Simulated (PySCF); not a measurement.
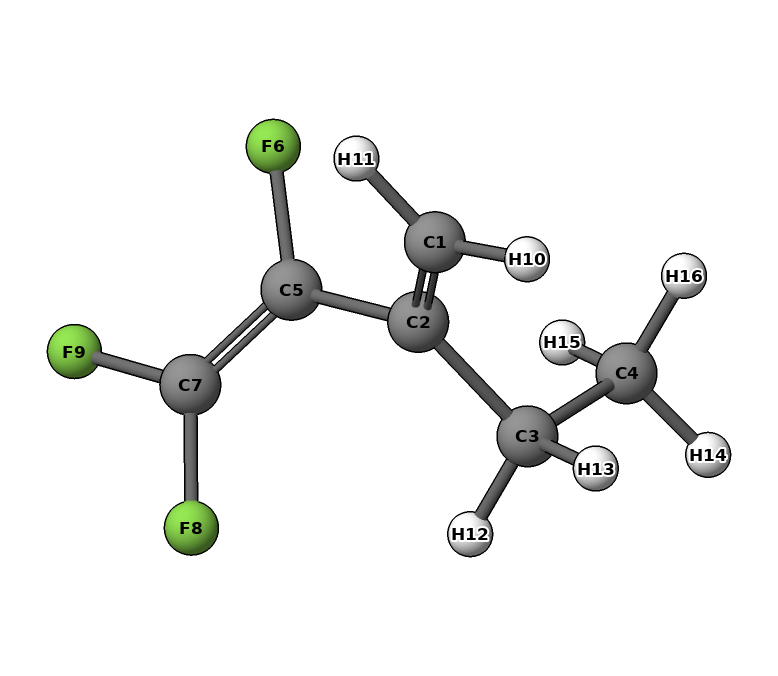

The questions are on isotropic NMR shieldings of the C atoms. Geometry: an image of a reaction path computed with GFN2-xTB, not a minimum. Level of theory: GIAO PBE0/pcSseg-1 NMR shielding, non-relativistic, gas phase (PySCF 2.14.0).

### Which C atom is the most shielded (lowest chemical shift)?

C4 (168.2 ppm).

### Which C atom is the least shielded (highest chemical shift)?

C7 (20.1 ppm).

### How wide is the range of C shifts?

148.1 ppm.

List the isotropic NMR shieldings of the C atoms.

```json
{"atom": "C1", "σ (ppm)": "58.8"}
{"atom": "C2", "σ (ppm)": "35.9"}
{"atom": "C3", "σ (ppm)": "153.4"}
{"atom": "C4", "σ (ppm)": "168.2"}
{"atom": "C5", "σ (ppm)": "48.6"}
{"atom": "C7", "σ (ppm)": "20.1"}
```
